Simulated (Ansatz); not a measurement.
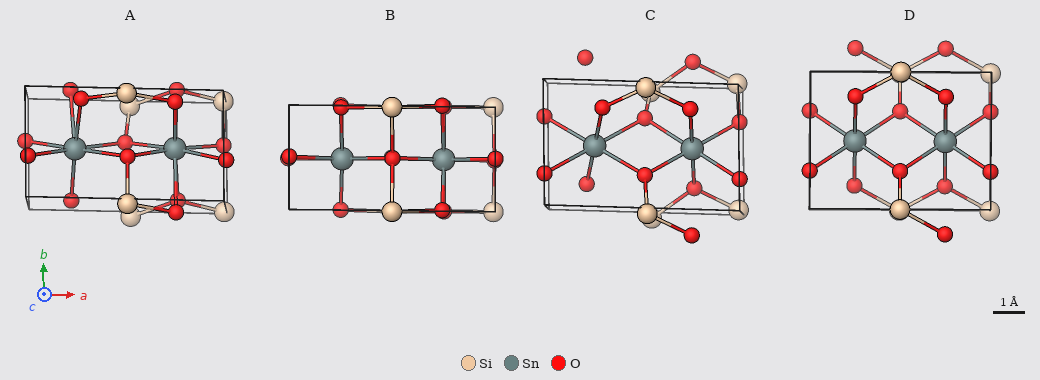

4 geometries from one relaxation of crystalline SiSnO4 (built on the NaHoF4-123 type type), in shuffled order. The picture is a ball-and-stick view of the cell of the calculation, seen along the c axis.

Case: shaken.

These are results of DFT, PBEsol, plane waves, PAW in Ansatz 0.2.0, not measurements. Set-up: plane-wave cutoff 420 eV; k-point mesh 4 × 6 × 4; occupations fermi dirac; smearing width 0.05 eV; no spin polarisation; cell and atoms relaxed; force threshold 0.01 eV/Å; at most 120 steps.

Put them in the order of the run, from the start to the converged end.

Answer. B, A, C, D. They are steps 0, 4, 9, 32, at +7.797 eV per cell of the calculation, +4.497 eV per cell of the calculation, +1.492 eV per cell of the calculation relative to the last. After 25 accepted moves (32 points after the start) the energy has fallen by 7.797 eV per cell of the calculation. The largest force component goes from 1.1 to 0.0013 eV/Å. The pressure goes from 0.06 to 0.01 GPa. The line search rejected the trial steps at points 11, 15, 27 of the run. At 4 points the geometry stayed and the basis and grid were re-selected for the new cell (energy shift of 0.714 eV per cell of the calculation at most each time). An O atom moves most relative to the cell: 1.06 Å roughly along [0 −3 −1]. By element the largest moves are O 1.06 Å, Si 0.06 Å, Sn 0.06 Å. The volume changes by +5.1 %, with a 6.740 → 5.905 Å (−12.4 %), b 3.415 → 4.492 Å (+31.5 %), c 4.925 → 4.492 Å (−8.8 %), α 88.8° → 88.5°, β 90.6° → 90.0°, γ 90.7° → 90.0°. Near-neighbour distances that change, for instance: O–Si 2.027 → 3.498 Å, O–Si 2.074 → 3.498 Å, O–Si 2.149 → 3.498 Å, O–Sn 2.108 → 3.336 Å. Bonds break: O–Si (2.03 → 3.50 Å), O–Si (2.04 → 3.50 Å), O–Si (2.07 → 3.50 Å), O–Si (2.15 → 3.50 Å). Among the angles between lasting bonds that change: Si–O–Sn 107.4° → 133.0°, Si–O–Sn 107.6° → 133.0°, O–Sn–O 65.2° → 90.0°. The space group (tolerance 0.01 Å) goes from P1 (No. 1) to Cmmm (No. 65). Cost: 110 s on 1 × NVIDIA H100 80GB HBM3 with 2 threads of AMD EPYC 7R13 Processor (Zen 3), on a shared host, peak memory 1.3 GiB.
